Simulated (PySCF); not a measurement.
**C5H13NSi: density, localisation and related maps**

```yaml
atoms:
  - { symbol: C, position_ang: [-2.6299, 0.4555, -0.8843] }
  - { symbol: C, position_ang: [-1.6488, -0.2972, -0.0044] }
  - { symbol: C, position_ang: [-0.5693, -1.1278, -0.7235] }
  - { symbol: C, position_ang: [0.5031, -0.5006, 0.1886] }
  - { symbol: N, position_ang: [1.6922, -0.0244, -0.4499] }
  - { symbol: Si, position_ang: [3.1590, 0.3032, 0.3829] }
  - { symbol: C, position_ang: [-0.5409, 0.5351, 0.6671] }
  - { symbol: H, position_ang: [-2.0995, 1.0574, -1.6195] }
  - { symbol: H, position_ang: [-3.2779, -0.2408, -1.4127] }
  - { symbol: H, position_ang: [-3.2508, 1.1165, -0.2828] }
  - { symbol: H, position_ang: [-2.1948, -0.8976, 0.7261] }
  - { symbol: H, position_ang: [-0.4414, -0.8304, -1.7633] }
  - { symbol: H, position_ang: [-0.6708, -2.2095, -0.6765] }
  - { symbol: H, position_ang: [0.8043, -1.1722, 0.9941] }
  - { symbol: H, position_ang: [1.4739, 0.5414, -1.2574] }
  - { symbol: H, position_ang: [4.0976, 0.6634, -0.6769] }
  - { symbol: H, position_ang: [3.5164, -0.9348, 1.0761] }
  - { symbol: H, position_ang: [3.0928, 1.3897, 1.3748] }
  - { symbol: H, position_ang: [-0.6203, 0.6811, 1.7421] }
  - { symbol: H, position_ang: [-0.4000, 1.5025, 0.1868] }
```

Geometry: GFN2-xTB.

Computed with PBE0/pcSseg-1, SCF density, gas phase, non-relativistic (PySCF 2.14.0).

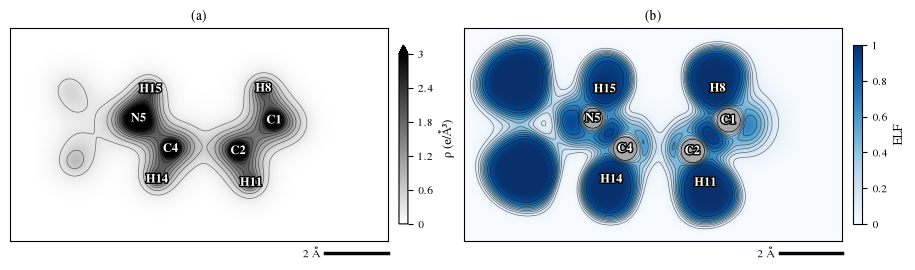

Figure 1. (a) electron density; (b) ELF on the plane of atoms N5, C4 and H14. Grey discs cover the atomic cores in the ELF map.

> Describe what can be read from this map.

Atoms in the plane: C, N and H.
C–N (1.43 Å): ρ at the midpoint is about 2 e/Å³; the ELF peaks at about 0.90 between the atoms; localised, covalent bonding.
C–C (1.52 Å): ρ at the midpoint is about 1.7 e/Å³; the ELF peaks at about 0.95 between the atoms, as expected for a shared electron pair.
N–H (1.01 Å): the density is about 2.8 e/Å³ at the midpoint; the ELF climbs to about 1 towards the hydrogen, as it does in any bond to H (an ordinary covalent bond to hydrogen).
C–H (1.09 Å): ρ is about 2 e/Å³ halfway; the ELF climbs to about 1 towards the hydrogen; a covalent bond by its length.

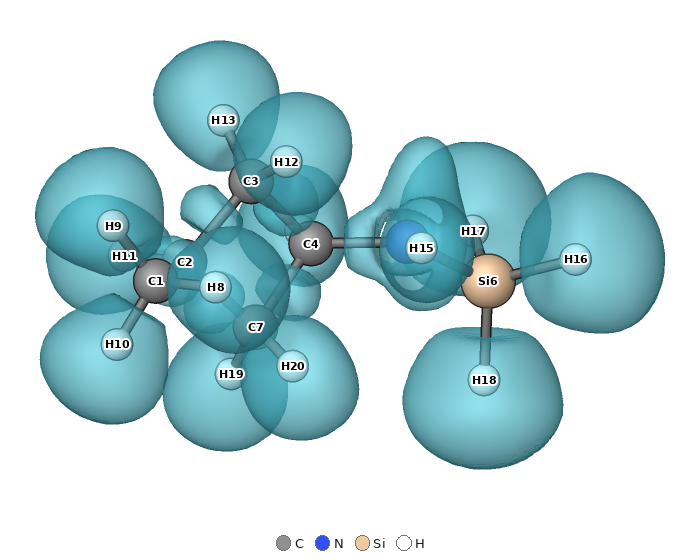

Figure 2. Isosurface of the electron localisation function at 0.75 (cyan), seen at a tilt. Only the valence region is drawn (cores and ρ < 0.01 e/Å³ removed).

> Describe the localisation domains.

At this value the surface marks out five regions between bonded C–C atoms (shared pairs), twelve regions around hydrogen nuclei and one joined region spread over several atoms (H, N), in which their bonds and any lone pairs are merged.

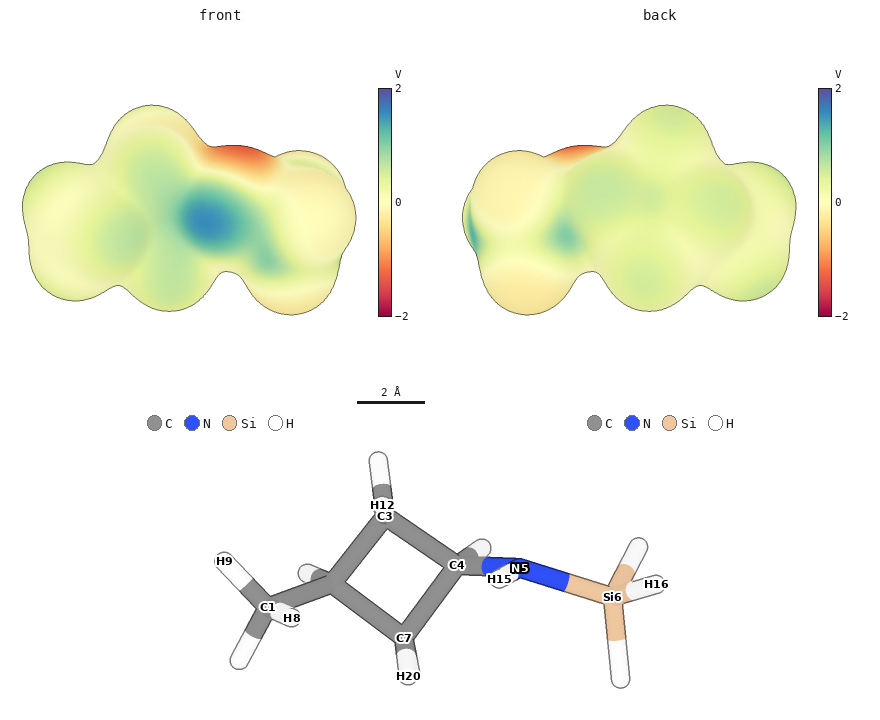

Figure 3. The electrostatic potential painted on the density surface at 0.002 e/bohr³, seen from the front and from behind; the colour scale runs from red (negative) to blue (positive). The bare structure is drawn below in the same view.

> Which sites attract a positive test charge, and which a negative one?

A positive charge is drawn to the negative regions and a negative charge to the positive ones. The most negative region (about −1.2 V, or −28 kcal/mol for a unit charge) lies over N5, the most positive (about +1.5 V, or +35 kcal/mol for a unit charge) over H15. N5 is the likeliest acceptor of a hydrogen bond.

> What dipole moment does the calculation give?

Its dipole moment is 1.03 D.
